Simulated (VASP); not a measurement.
```yaml
crystal:
  lattice:
    - [5.96310, 0.00000, 0.00000]
    - [0.00000, 5.96310, 0.00000]
    - [0.00000, 0.00000, 5.96310]
  atoms:
    - { symbol: Zn, position: [0.00000, 0.00000, 0.00000] }
    - { symbol: Se, position: [0.23766, 0.23766, 0.23766] }
    - { symbol: Se, position: [0.76234, 0.76234, 0.23766] }
    - { symbol: Se, position: [0.76234, 0.23766, 0.76234] }
    - { symbol: Se, position: [0.23766, 0.76234, 0.76234] }
    - { symbol: Cd, position: [0.50000, 0.50000, 0.00000] }
    - { symbol: Cd, position: [0.50000, 0.00000, 0.50000] }
    - { symbol: Cd, position: [0.00000, 0.50000, 0.50000] }
```

These are PBEsol GGA, VASP's PBE PAW potentials (set 64) (plane waves; VASP) values and carry that method's errors. Settings: 400 eV cut-off, 4×4×4 Γ-centred mesh, tetrahedra with Blöchl corrections, potentials Zn Se Cd.

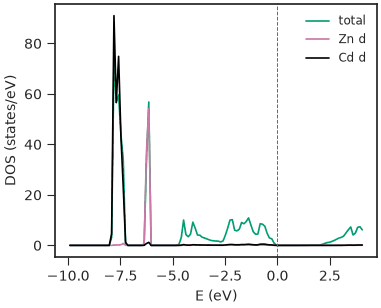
Figure. Total and projected density of states, zero at the valence-band maximum

Within 2 eV below the valence-band maximum the largest weight inside VASP's projection spheres is Se p.

The gap is direct, 0.63 eV, from the valence maximum at Γ to the conduction minimum at Γ.

The structure was generated: Cd3ZnSe4 was put into an ordered model structure (P-43m), which need not be its known phase. It was relaxed first.
